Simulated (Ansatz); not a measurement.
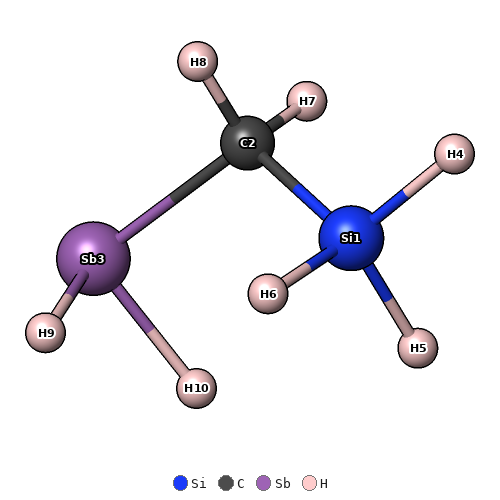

The system is CH₇SbSi, SMILES [SiH3][CH2][SbH2]; the picture shows the reference structure. 
- The first coordinate is: bond length Si1–H5; the second: angle C2–Si1–H5.
- Nothing is relaxed (all other coordinates rigid).
- The grid has 11 × 11 points.
- Energies are in kJ/mol, from the lowest grid point.
- The reference is spin-restricted, which grows unreliable where a bond is stretched far.
- These are results of RKS PBE-D4/def2-TZVP in Ansatz, not measurements.

Its coordinates:

```xyz
10

Si   -1.0542    0.2325   -0.6463
C     0.2736   -0.9548   -0.0616
Sb    1.8204   -0.0305    1.1946
H    -2.0800   -0.4579   -1.4974
H    -0.4385    1.3298   -1.4553
H    -1.7536    0.8369    0.5297
H     0.8027   -1.4121   -0.9108
H    -0.1564   -1.7725    0.5356
H     0.6744    0.8355    2.1562
H     1.9949    1.3420    0.1583
```

Range: bond length Si1–H5 from 1.227 to 2.244 Å; angle C2–Si1–H5 from 65 to 155°.

Q: What will the energy surface look like?

A: The lowest grid point is at bond length Si1–H5 = 1.532 Å, angle C2–Si1–H5 = 110°. No other kind of well shows on this grid. The highest grid point, bond length Si1–H5 = 2.244 Å, angle C2–Si1–H5 = 155°, lies 310 kJ/mol above the lowest. Round the minimum the two coordinates are nearly uncoupled.

| angle C2–Si1–H5 ↓, bond length Si1–H5 → | 1.227 | 1.328 | 1.430 | 1.532 | 1.633 | 1.735 | 1.837 | 1.939 | 2.040 | 2.142 | 2.244 |
| --- | --- | --- | --- | --- | --- | --- | --- | --- | --- | --- | --- |
| 155 | 222 | 162 | 138 | 136 | 148 | 169 | 194 | 222 | 251 | 281 | 310 |
| 146 | 173 | 114 | 89 | 87 | 99 | 120 | 145 | 174 | 204 | 234 | 263 |
| 137 | 135 | 76 | 51 | 49 | 61 | 83 | 108 | 136 | 167 | 197 | 227 |
| 128 | 109 | 49 | 24 | 22 | 34 | 55 | 81 | 109 | 139 | 170 | 200 |
| 119 | 93 | 33 | 8 | 6 | 18 | 39 | 64 | 92 | 122 | 153 | 183 |
| 110 | 89 | 29 | 3 | 0 | 12 | 32 | 56 | 84 | 114 | 144 | 174 |
| 101 | 96 | 35 | 9 | 5 | 16 | 36 | 59 | 86 | 115 | 145 | 174 |
| 92 | 116 | 55 | 27 | 23 | 33 | 51 | 74 | 99 | 127 | 155 | 183 |
| 83 | 150 | 88 | 60 | 54 | 63 | 80 | 101 | 125 | 151 | 177 | 203 |
| 74 | 200 | 137 | 108 | 101 | 108 | 124 | 143 | 165 | 189 | 214 | 237 |
| 65 | 265 | 202 | 173 | 166 | 172 | 186 | 204 | 224 | 246 | 268 | 290 |

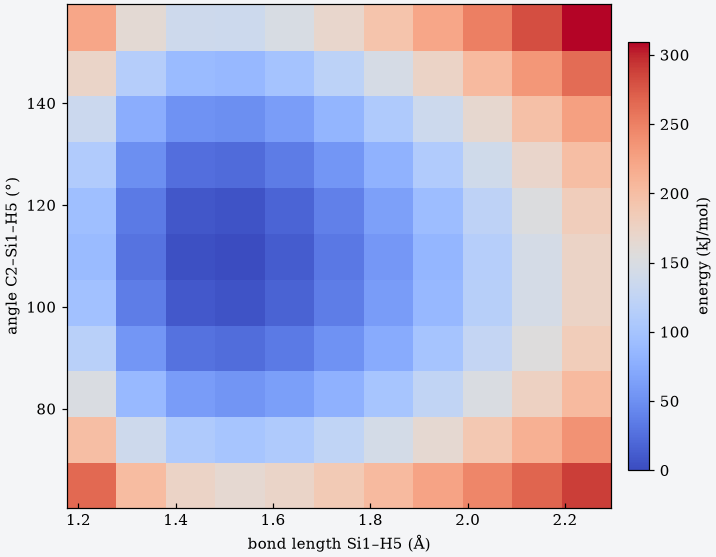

Drawn: one coloured cell a grid point.

Each point was launched as `ansatz run input.yaml --threads 1 --pin off --max-ram 2560MiB --backend cpu --events-out ev --progress --plain --runs-dir out`. Time for the 121 points that were run: 12 min on 1 thread of Arm Neoverse V1, on a shared host.
